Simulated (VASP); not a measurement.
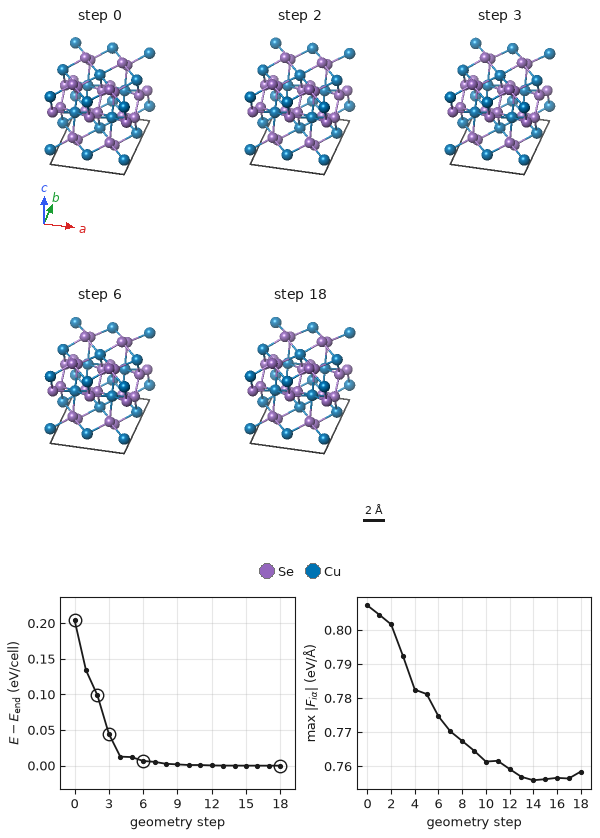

Frames of a relaxation of a slab of composition CuSe₂, marked on the history of the run. Style: ball-and-stick. Shown: the 2 × 2 repeat of the cell, outlined in the plane, without the vacuum, from a free direction.

The run lets the atoms move in a fixed cell. 4 atoms are held fixed.

These are results of VASP, Kohn-Sham DFT of a periodic cell, optB86b-vdW, VASP PAW PBE potentials, recommended, not measurements.

The input:
```
  PREC = Accurate
  ENCUT = 520
  EDIFF = 1E-6
  ISMEAR = 0
  SIGMA = 0.05
  LREAL = False
  LASPH = True
  NELM = 80
  ALGO = Fast
  ISIF = 2
  LWAVE = False
  LCHARG = False
  LDIPOL = True
  IDIPOL = 3
  DIPOL = 0.5 0.5 0.500
  GGA = MK
  LUSE_VDW = True
  AGGAC = 0.0
  PARAM1 = 0.1234
  PARAM2 = 1.0
  IBRION = 2
  NSW = 40
  EDIFFG = -0.01
```

Launched with:
```bash
cat potpaw_PBE.64/Se/POTCAR potpaw_PBE.64/Cu/POTCAR > POTCAR
mpirun -np 1 vasp_std > vasp.out
```

> Describe the path.

The run was cut off at its time limit before the relaxation converged, so the last structure is only a point on the way. Over 18 geometry steps the energy falls by 0.205 eV per cell of the calculation. The largest force component goes from 0.81 to 0.76 eV/Å. The atom that moves furthest is a Se atom (0.24 Å at 10° to the normal (+c side)). By element the largest moves are Se 0.24 Å, Cu 0.16 Å. The cell doesn't change. Some distances before and after: Cu–Se 2.557 → 2.687 Å, Cu–Se 2.557 → 2.667 Å, Se–Se 2.331 → 2.401 Å, Cu–Se 2.557 → 2.486 Å. Bond angles that change, for instance: Se–Cu–Se 180.0° → 164.9°, Se–Se–Cu 108.7° → 118.5°, Cu–Se–Cu 118.9° → 110.0°. From step 0 to 2: a Se atom moves most (0.12 Å), energy −0.106 eV per cell of the calculation. From step 2 to 3: a Se atom moves most (0.06 Å), energy −54.0 meV per cell of the calculation. From step 3 to 6: a Se atom moves most (0.11 Å), energy −38.2 meV per cell of the calculation. From step 6 to 18: a Cu atom moves most (0.08 Å), energy −6.6 meV per cell of the calculation.
